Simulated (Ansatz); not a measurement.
All values below come from PBE (plane waves to 420 eV, PAW; Ansatz, a quantum-chemistry and plane-wave program).

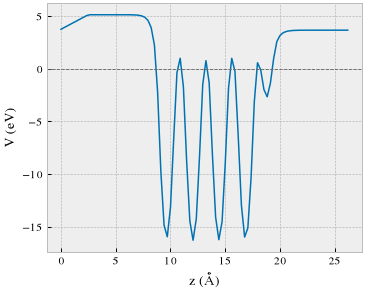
Figure: Electrostatic potential energy of an electron, averaged over planes parallel to the surface, in eV from the Fermi level, for Ru on the 1x1 (111) surface of fcc Au (the real clean face reconstructs), one in a 2x2 cell, started at the site 'hollow Au-Au-Au over Au at depth 4.8 Å'

Set-up: 17 atoms, 7.2 Å thick at the start under the adsorbate (thin: gaps and levels are the slab's own); mesh 6x6x1; 0.1 eV smearing; dipole correction on; 8 atoms held, the rest relaxed; held to the start's symmetry, so lower structures may exist; spin-polarised, no spin-orbit, no U, no dispersion correction. At the end it is bonded to 3 Au. In PBE it is, or lies within 0.03 eV of, the lowest of the starts that converged.

The surface cell has an area of 29.93 Å². What dipole along the normal does the step between the two vacuum levels imply?

the top vacuum level lies 1.47 eV below the bottom one; p = −ε₀ A ΔV (ε₀ = 0.005526 e/(V·Å)) gives 0.24 e·Å a cell.
